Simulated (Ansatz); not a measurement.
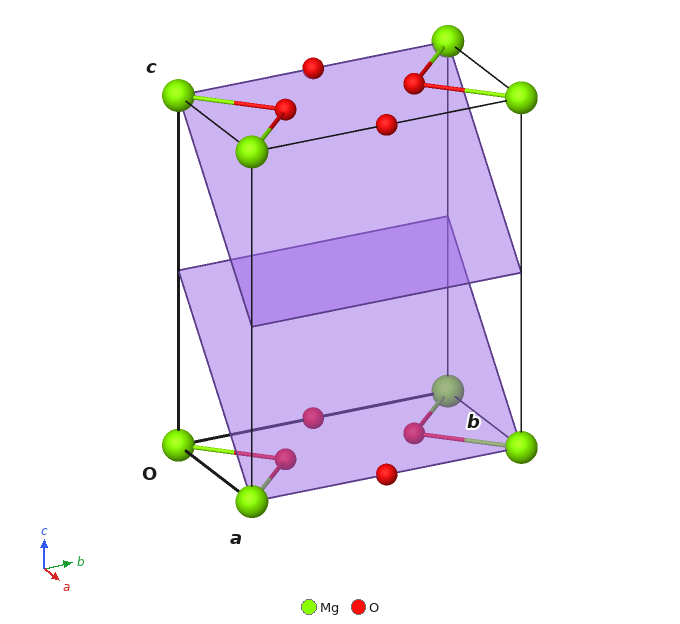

For MgO₃, the input geometry of an electronic-structure calculation (not necessarily at equilibrium); the starting structure was generated, so it need not be a known form of this composition: every member of one family of equally spaced planes, hx + ky + lz = a whole number, that cuts the unit cell is shaded (one member passes through the origin O, touching the cell only at an edge or corner). Symmetry computed with spglib at a tolerance of 0.002 Å; standard conventional cell.

a = 2.801 Å, b = 5.256 Å, c = 6.604 Å, α = 90.00°, β = 90.00°, γ = 90.00°.

Question: Index the planes.

Answer: (1 0 2); the opposite sign names the same planes. The member next to the origin meets the axes a at 1, b never, c at 1/2.

Question: What is the spacing?

Answer: d = 2.136 Å.

Question: Which atoms of the cell lie in these planes (within 0.03 Å)?

Answer: The Mg atom, 1 of the 3 O.

Question: The space group is Pmmm, No. 47. How many reflections hkl are equivalent to this one (itself included), and does it occur?

Answer: 4 reflections are equivalent in the Laue class mmm. The space group allows the reflection.
